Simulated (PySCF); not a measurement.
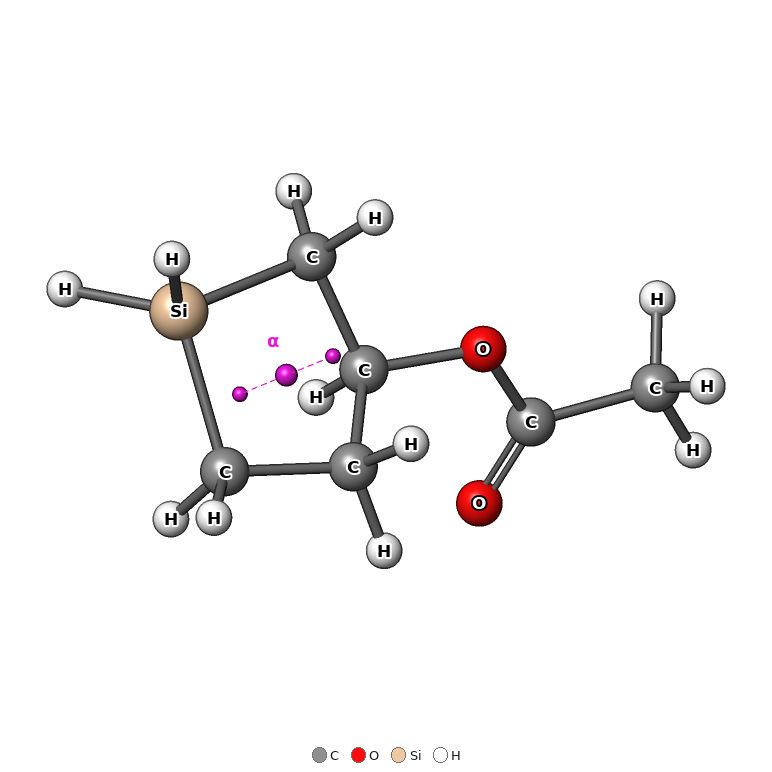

The small points mark where nucleus-independent chemical shifts (NICS) were computed: at the centre of each lettered ring and 1 Å above and below it. The geometry was computed by an optimisation with PBE0-D3(BJ)/def2-SVP. No frequency run is at hand to confirm it as a minimum. Properties computed with GIAO PBE0/pcSseg-1 NMR shielding, non-relativistic, gas phase (PySCF 2.14.0).

Give NICS(0), NICS(1) and the out-of-plane component NICS(1)zz for each ring (means of the two sides).

| ring | members | NICS(0) | NICS(1) | NICS(1)zz |
| --- | --- | --- | --- | --- |
| α | C4Si | −5.7 | −4.0 | −1.3 |

Values in ppm.

Question. What do the values say about the ring currents?

Answer. Ring α: weak, as in a non-aromatic ring. NICS is one index among several.
